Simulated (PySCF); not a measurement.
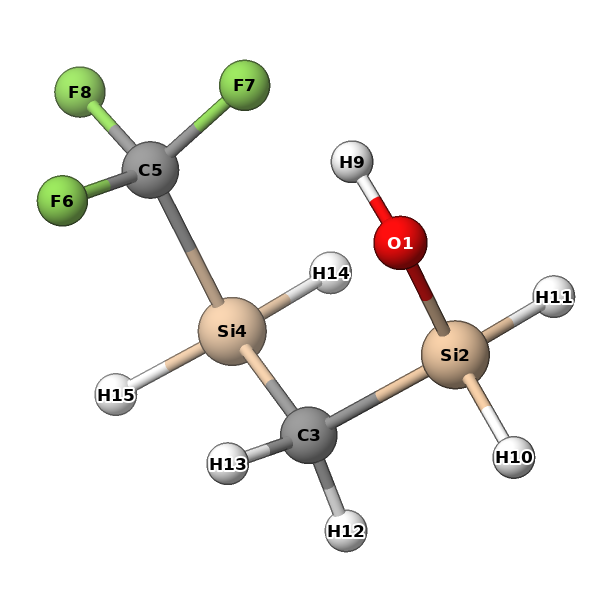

The computed structure is the end point of a GFN2-xTB optimisation. No frequency run is at hand to confirm it as a minimum. Electric field gradients from the ground-state density, PBE0/pcSseg-1 (PySCF 2.14.0), non-relativistic apart from any core potentials.

Give the largest field-gradient component, the quadrupole coupling constant and the asymmetry for 17O at O1 (Q = −25.6 mb).

```
atom  V_zz (a.u.)  e²qQ/h (MHz)     η
  O1        1.474         −8.87  0.45
```

The geometry is semi-empirical. Around Si such bond lengths and angles can be off by a tenth of an ångström or more and by several degrees, and values that hang on the shape move with them.
